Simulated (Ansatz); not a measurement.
## Run report: GaNH₆, geometry relaxation

GaNH₆, computed with RKS PBE-D4/def2-SVP (Ansatz 0.2.0).

It belongs to a series of runs on one base structure; here: end point A relaxed. Figures and captions count atoms from 1; the log counts them from 0 in places.

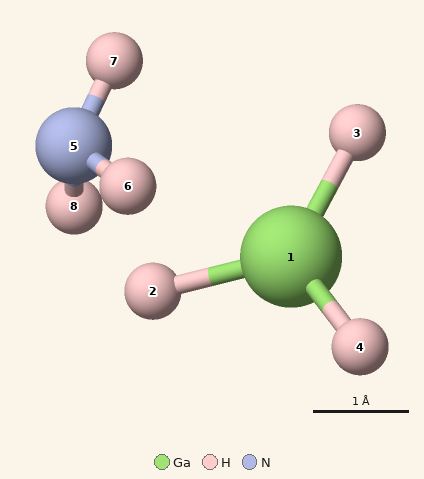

The structure as given in the input (ball-and-stick view, seen at a tilt; atoms are numbered from 1 in the order of the input). Sticks mark near contacts. Bond lengths as drawn: Ga–H 1.58 Å and H–N 1.03 to 1.05 Å.

Key numbers:

- outcome: converged
- total energy: −53947.8516 eV
- mean-field energy: −53947.7458 eV
- largest force (length of the vector) at the end: 0.025 eV/Å
- hardware: 1 thread of Arm Neoverse V2, 24 GiB of memory available, shared host
- wall time: 14 s
- peak memory: 0.14 GiB

Input:
```yaml
crystal:
  periodic: [false, false, false]
  atoms:
    - { symbol: Ga, position_ang: [0.026681, 0.254894, -0.026551] }
    - { symbol: H, position_ang: [-0.176139, 0.303216, 1.535333] }
    - { symbol: H, position_ang: [1.486182, 0.338505, -0.622851] }
    - { symbol: H, position_ang: [-1.239011, 0.116054, -0.960801] }
    - { symbol: "N", position_ang: [0.042828, -2.528391, 1.376392] }
    - { symbol: H, position_ang: [-0.638909, -2.730474, 0.63438] }
    - { symbol: H, position_ang: [0.98871, -2.576036, 0.977555] }
    - { symbol: H, position_ang: [-0.120942, -1.555867, 1.726243] }
basis:
  gaussian: { orbitals: def2-SVP }
hamiltonian:
  xc: pbe
  dispersion: d4
relax:
  f_tol: 0.03
  max_steps: 50
output:
  orbitals: {}
```

Command:
```bash
ansatz run input.yaml --threads 1 --pin off --max-ram 2048MiB --backend cpu --events-out ev --progress --plain --runs-dir out
```

What the program printed:
```
The last accepted step is kept in [file] (removed where the run ends without a failure and the disk answers)
Engine: ansatz 0.2.0, aarch64-unknown-linux-gnu
Functional definition: PBE
  parameter kappa = 0.804
  parameter beta = 0.06672455060314922
  exchange = pbe_x(kappa = kappa, mu = beta*pi^2/3)
  correlation = pbe_c(beta = beta)
875 factors; their error is unknown
mean field evaluation 1: about -53939.3087 eV, gradient 6.3e1 eV
mean field evaluation 2: about -53885.0819 eV, gradient 1.3e2 eV
mean field evaluation 4: about -53946.7586 eV, gradient 8.0e0 eV
mean field evaluation 8: about -53946.8436 eV, gradient 1.5e-1 eV
mean field evaluation 16: about -53946.8058 eV, gradient 4.0e-5 eV
mean field -53946.80577557 eV, -1982.5085457938 hartree, gradient 4.0e-5 eV, S^2 0.000000; 0 other end points of the search recorded, 0 dependent functions left out
the calculation of the forces begins
reference -53946.80581364 eV, -1982.5085471930 hartree; 22, 22 occupied and 54, 54 virtual orbitals, 875 factors
relax step   1: F+E_penalty+E_count = -53946.89938479 eV  Δ(F+E_penalty+E_count) = +0.000e0 eV  max|allowed force component| = 7.161e-1 eV/Å  Δτ_max = 0.0000 Å  (25 SCF iters, accepted)
these checks for a lower state are left out or cut short: starts, cluster_reference, orbital_swaps, neighbouring_geometries, increment
875 factors; their error is unknown
mean field -53946.88596441 eV, -1982.5114926796 hartree, gradient 1.1e-5 eV, S^2 0.000000; 0 other end points of the search recorded, 0 dependent functions left out
the calculation of the forces begins
reference -53946.88600177 eV, -1982.5114940525 hartree; 22, 22 occupied and 54, 54 virtual orbitals, 875 factors
relax step   2: F+E_penalty+E_count = -53946.98257472 eV  Δ(F+E_penalty+E_count) = -8.319e-2 eV  max|allowed force component| = 1.308e0 eV/Å  Δτ_max = 0.1939 Å  (27 SCF iters, accepted)
these checks for a lower state are left out or cut short: starts, cluster_reference, orbital_swaps, neighbouring_geometries, increment
875 factors; their error is unknown
mean field -53946.98024393 eV, -1982.5149573879 hartree, gradient 1.1e-5 eV, S^2 0.000000; 0 other end points of the search recorded, 0 dependent functions left out
the calculation of the forces begins
reference -53946.98028054 eV, -1982.5149587332 hartree; 22, 22 occupied and 54, 54 virtual orbitals, 875 factors
relax step   3: F+E_penalty+E_count = -53947.08055368 eV  Δ(F+E_penalty+E_count) = -9.798e-2 eV  max|allowed force component| = 1.265e0 eV/Å  Δτ_max = 0.1936 Å  (27 SCF iters, accepted)
these checks for a lower state are left out or cut short: starts, cluster_reference, orbital_swaps, neighbouring_geometries, increment
875 factors; their error is unknown
mean field evaluation 32: about -53946.7767 eV, gradient 9.1e0 eV
mean field -53947.01628114 eV, -1982.5162817310 hartree, gradient 6.0e-6 eV, S^2 0.000000; 0 other end points of the search recorded, 0 dependent functions left out
the calculation of the forces begins
reference -53947.01631789 eV, -1982.5162830814 hartree; 22, 22 occupied and 54, 54 virtual orbitals, 875 factors
relax step   4: F+E_penalty+E_count = -53947.11989428 eV  Δ(F+E_penalty+E_count) = -3.934e-2 eV  max|allowed force component| = 1.169e0 eV/Å  Δτ_max = 0.1947 Å  (26 SCF iters, accepted)
these checks for a lower state are left out or cut short: starts, cluster_reference, orbital_swaps, neighbouring_geometries, increment
875 factors; their error is unknown
mean field -53947.20561434 eV, -1982.5232395978 hartree, gradient 1.8e-5 eV, S^2 0.000000; 0 other end points of the search recorded, 0 dependent functions left out
the calculation of the forces begins
reference -53947.20565051 eV, -1982.5232409269 hartree; 22, 22 occupied and 54, 54 virtual orbitals, 875 factors
relax step   5: F+E_penalty+E_count = -53947.31135907 eV  Δ(F+E_penalty+E_count) = -1.915e-1 eV  max|allowed force component| = 9.771e-1 eV/Å  Δτ_max = 0.2000 Å  (30 SCF iters, accepted)
these checks for a lower state are left out or cut short: starts, cluster_reference, orbital_swaps, neighbouring_geometries, increment
875 factors; their error is unknown
mean field -53947.57253069 eV, -1982.5367235247 hartree, gradient 2.1e-5 eV, S^2 0.000000; 0 other end points of the search recorded, 0 dependent functions left out
the calculation of the forces begins
reference -53947.57256808 eV, -1982.5367248990 hartree; 22, 22 occupied and 54, 54 virtual orbitals, 875 factors
relax step   6: F+E_penalty+E_count = -53947.67954580 eV  Δ(F+E_penalty+E_count) = -3.682e-1 eV  max|allowed force component| = 1.675e0 eV/Å  Δτ_max = 0.1947 Å  (30 SCF iters, accepted)
these checks for a lower state are left out or cut short: starts, cluster_reference, orbital_swaps, neighbouring_geometries, increment
875 factors; their error is unknown
mean field -53947.74363815 eV, -1982.5430116078 hartree, gradient 1.9e-5 eV, S^2 0.000000; 0 other end points of the search recorded, 0 dependent functions left out
the calculation of the forces begins
reference -53947.74367542 eV, -1982.5430129776 hartree; 22, 22 occupied and 54, 54 virtual orbitals, 875 factors
relax step   7: F+E_penalty+E_count = -53947.84922236 eV  Δ(F+E_penalty+E_count) = -1.697e-1 eV  max|allowed force component| = 2.114e-1 eV/Å  Δτ_max = 0.1107 Å  (26 SCF iters, accepted)
these checks for a lower state are left out or cut short: starts, cluster_reference, orbital_swaps, neighbouring_geometries, increment
875 factors; their error is unknown
mean field evaluation 64: about -53947.7458 eV, gradient 1.4e-1 eV
mean field -53947.74580892 eV, -1982.5430913822 hartree, gradient 1.6e-5 eV, S^2 0.000000; 0 other end points of the search recorded, 0 dependent functions left out
the calculation of the forces begins
reference -53947.74584624 eV, -1982.5430927540 hartree; 22, 22 occupied and 54, 54 virtual orbitals, 875 factors
relax step   8: F+E_penalty+E_count = -53947.85160574 eV  Δ(F+E_penalty+E_count) = -2.383e-3 eV  max|allowed force component| = 2.449e-2 eV/Å  Δτ_max = 0.0147 Å  (27 SCF iters, accepted)
```

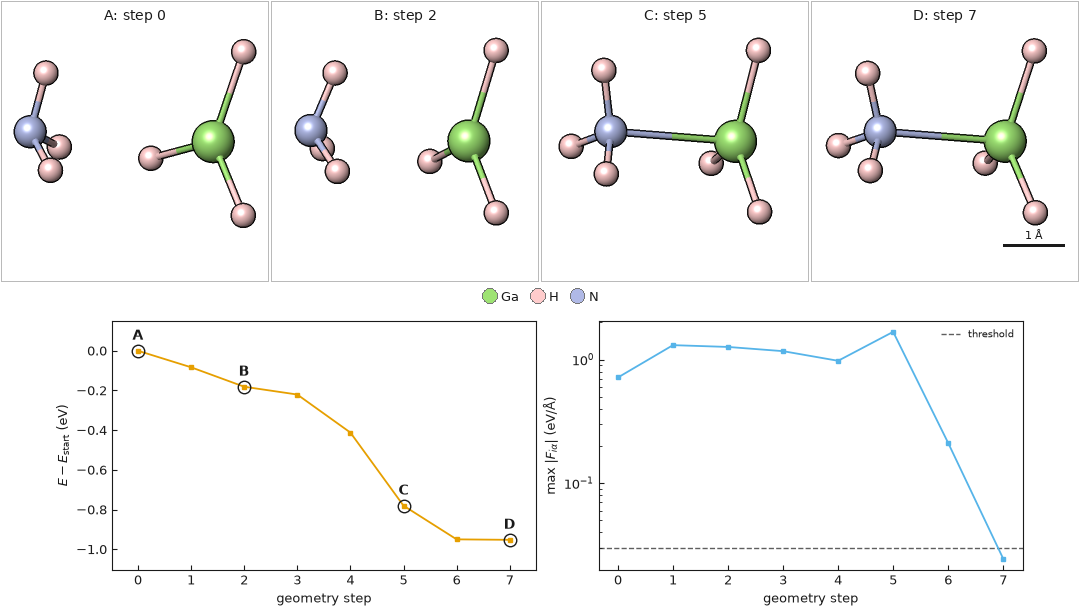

Frames of the relaxation (ball-and-stick view, seen at a tilt) above the curves, on which the letters mark them (the first geometry is step 0 here and step 1 in the log).

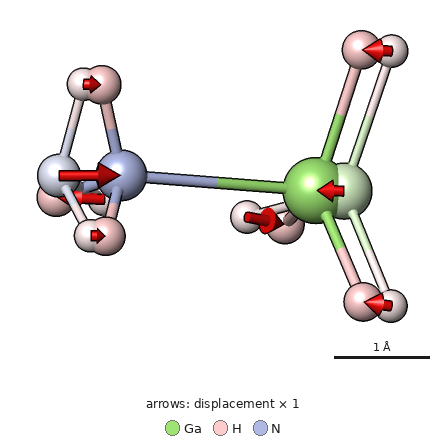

Start (faint) and end (solid) with the displacements as red arrows, at true length (ball-and-stick view, seen at a tilt). The two geometries are laid on each other by the best rigid fit. The energy falls by 0.952 eV in 7 geometry steps. Largest force component: 0.72 eV/Å at the start, 0.024 eV/Å at the end. The largest move after the best rigid fit is that of N5, 0.66 Å. Largest moves by element: N 0.66 Å, H 0.52 Å, Ga 0.30 Å. Among the contacts that change: Ga1–N5 3.117 → 2.186 Å, N5–H8 1.046 → 1.029 Å, Ga1–H2 1.576 → 1.591 Å. New bonds form: Ga1–N5 (3.12 → 2.19 Å). Among the angles that change: H3–Ga1–H4 121.5° → 117.9°. (Atoms are counted from 1 in the order of the input.)

```
875 factors; their error is unknown
mean field -53947.74580892 eV, -1982.5430913822 hartree, gradient 1.5e-5 eV, S^2 0.000000; 1 other end points of the search recorded, 0 dependent functions left out
the calculation of the forces begins
reference -53947.74584624 eV, -1982.5430927540 hartree; 22, 22 occupied and 54, 54 virtual orbitals, 875 factors
Total energy: -53947.85164307 eV, -1982.5469807154 hartree
Atom 0 at     0.023532     0.015242     0.147623 Å, force    -0.000332    -0.010682    -0.000016 eV/Å
Atom 1 at    -0.218547     0.815090     1.501558 Å, force     0.001333    -0.000690     0.002069 eV/Å
Atom 2 at     1.484634     0.036177    -0.481397 Å, force     0.005831     0.003551    -0.002530 eV/Å
Atom 3 at    -1.209398    -0.169885    -0.840660 Å, force    -0.006647     0.004220    -0.003147 eV/Å
Atom 4 at     0.066871    -2.008204     0.972472 Å, force    -0.000173    -0.016164     0.010841 eV/Å
Atom 5 at    -0.640357    -2.608361     0.527411 Å, force     0.016302     0.012193     0.009905 eV/Å
Atom 6 at     0.983832    -2.452042     0.828684 Å, force    -0.020252     0.010629     0.007365 eV/Å
Atom 7 at    -0.121167    -2.006115     1.984008 Å, force     0.003938    -0.003056    -0.024487 eV/Å
Dipole moment:     0.022002    -1.027768     0.420108 e Å
```

Trajectory as extended XYZ (Å, eV, eV/Å), 8 frames, from step=1 to step=8:
```
8
Properties=species:S:1:pos:R:3:forces:R:3 step=1 energy=-53946.89938
Ga    0.0267    0.2549   -0.0266    0.0256  -0.3458   0.0028
H    -0.1761    0.3032    1.5353   -0.0382   0.3037   0.1410
H     1.4862    0.3385   -0.6229    0.0051   0.0028   0.0015
H    -1.2390    0.1161   -0.9608   -0.0015   0.0014  -0.0055
N     0.0428   -2.5284    1.3764   -0.0732   0.7161  -0.0370
H    -0.6389   -2.7305    0.6344   -0.0002  -0.0062   0.0089
H     0.9887   -2.5760    0.9776   -0.0050   0.0030  -0.0056
H    -0.1209   -1.5559    1.7262    0.0875  -0.6749  -0.1061
8
Properties=species:S:1:pos:R:3:forces:R:3 step=2 energy=-53946.98258
Ga    0.0360    0.1252    0.0127   -0.0646   0.0278   0.3855
H    -0.1875    0.4396    1.5708    0.0221   0.0904  -0.2267
H     1.4908    0.2235   -0.5965    0.0314  -0.1248   0.0315
H    -1.2212    0.0011   -0.9375   -0.0116  -0.1227   0.0251
N     0.0565   -2.5100    1.3014   -0.0599   1.3076   0.0064
H    -0.6448   -2.5980    0.5473    0.0654  -0.0134   0.2381
H     0.9921   -2.4196    0.8630   -0.2733  -0.0297   0.2656
H    -0.1524   -1.6399    1.8785    0.2904  -1.1352  -0.7255
8
Properties=species:S:1:pos:R:3:forces:R:3 step=3 energy=-53947.08055
Ga    0.0282    0.0538    0.1012   -0.0327   0.0165   0.2290
H    -0.2049    0.5674    1.6088    0.0344  -0.0193  -0.2769
H     1.4901    0.0495   -0.5118   -0.0144  -0.0458   0.0616
H    -1.2150   -0.1669   -0.8570    0.0052  -0.0374   0.0608
N     0.0644   -2.4383    1.2123   -0.0604   1.2646  -0.0018
H    -0.6476   -2.5052    0.4673    0.0896  -0.0738   0.2215
H     0.9993   -2.3280    0.7811   -0.2426  -0.1076   0.2271
H    -0.1451   -1.6104    1.8378    0.2210  -0.9970  -0.5212
8
Properties=species:S:1:pos:R:3:forces:R:3 step=4 energy=-53947.11989
Ga    0.0253   -0.0356    0.1488   -0.0152   0.2452   0.1539
H    -0.2146    0.6529    1.5776    0.0318  -0.0540  -0.2125
H     1.5024   -0.1035   -0.4362   -0.0736   0.0104   0.0055
H    -1.2252   -0.3087   -0.7926    0.0532   0.0138   0.0115
N     0.0733   -2.3656    1.1155   -0.2579   1.1692   0.5008
H    -0.6586   -2.3273    0.3891    0.0864  -0.2376   0.2494
H     1.0037   -2.1784    0.7177   -0.0343  -0.2441   0.1299
H    -0.1370   -1.7120    1.9197    0.2095  -0.9029  -0.8385
8
Properties=species:S:1:pos:R:3:forces:R:3 step=5 energy=-53947.31136
Ga    0.0231    0.0346    0.1409    0.0244  -0.7050   0.2100
H    -0.2207    0.6767    1.5461   -0.0530   0.3443   0.1971
H     1.4863   -0.1080   -0.4112    0.2126   0.2013  -0.1816
H    -1.2002   -0.3198   -0.7785   -0.1833   0.1719  -0.2361
N     0.0701   -2.1793    1.0429    0.0476   0.9771  -0.4852
H    -0.7004   -2.4204    0.4110    0.3015  -0.2368   0.3986
H     1.0396   -2.2658    0.7167   -0.4319  -0.2853   0.3027
H    -0.1284   -1.7961    1.9717    0.0821  -0.4675  -0.2056
8
Properties=species:S:1:pos:R:3:forces:R:3 step=6 energy=-53947.67955
Ga    0.0234    0.0217    0.1486   -0.0033  -0.3454   0.1883
H    -0.2241    0.7523    1.5331   -0.0119   0.1971  -0.0151
H     1.4890   -0.0556   -0.4377    0.1274   0.1968  -0.1313
H    -1.2027   -0.2674   -0.8062   -0.1155   0.1815  -0.1630
N     0.0683   -2.0004    0.9661   -0.1596  -0.2576   0.5238
H    -0.6942   -2.5347    0.4587    1.0989   0.3898   0.8495
H     1.0356   -2.3763    0.7610   -1.2922   0.1343   0.4231
H    -0.1259   -1.9177    2.0161    0.3563  -0.4964  -1.6753
8
Properties=species:S:1:pos:R:3:forces:R:3 step=7 energy=-53947.84922
Ga    0.0234    0.0126    0.1481    0.0002   0.0015   0.0201
H    -0.2247    0.8142    1.5044    0.0100  -0.0271  -0.0424
H     1.4856    0.0411   -0.4863   -0.0227  -0.0125   0.0307
H    -1.2042   -0.1670   -0.8529    0.0144  -0.0119   0.0366
N     0.0670   -2.0187    0.9828    0.0098   0.2114  -0.1031
H    -0.6490   -2.5984    0.5291    0.0033  -0.0680   0.0289
H     0.9848   -2.4509    0.8205   -0.0143  -0.0529   0.0270
H    -0.1136   -2.0110    1.9941   -0.0007  -0.0405   0.0022
8
Properties=species:S:1:pos:R:3:forces:R:3 step=8 energy=-53947.85161
Ga    0.0235    0.0152    0.1476   -0.0003  -0.0107   0.0000
H    -0.2185    0.8151    1.5016    0.0013  -0.0007   0.0021
H     1.4846    0.0362   -0.4814    0.0058   0.0036  -0.0025
H    -1.2094   -0.1699   -0.8407   -0.0066   0.0042  -0.0031
N     0.0669   -2.0082    0.9725   -0.0002  -0.0162   0.0108
H    -0.6404   -2.6084    0.5274    0.0163   0.0122   0.0099
H     0.9838   -2.4520    0.8287   -0.0203   0.0106   0.0074
H    -0.1212   -2.0061    1.9840    0.0039  -0.0031  -0.0245
```

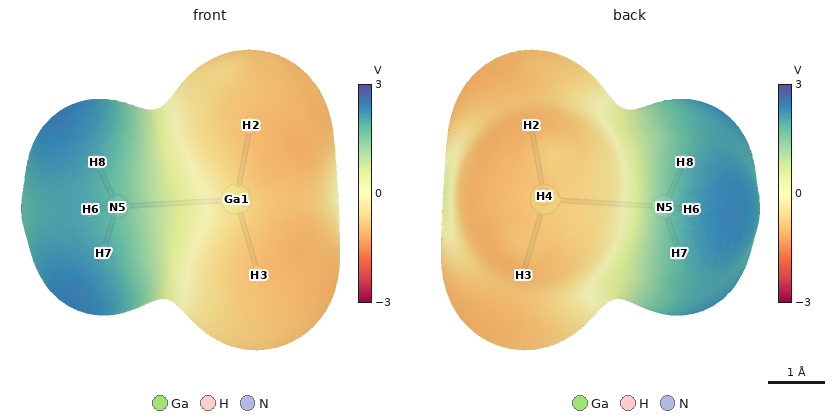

The electrostatic potential painted on the density surface at 0.002 e/bohr³, seen at a tilt and from behind; red is negative and blue positive.

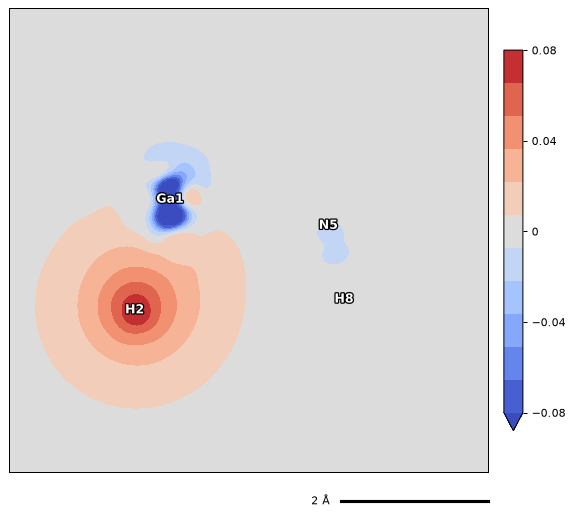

The HOMO on the plane of atoms Ga1, N5 and H8 (values in Å⁻³ᐟ²; the overall sign is arbitrary). Its weight (Hirshfeld) is mainly on Ga1 (40 %), H3 (30 %) and H4 (30 %). Its energy is −6.12 eV.
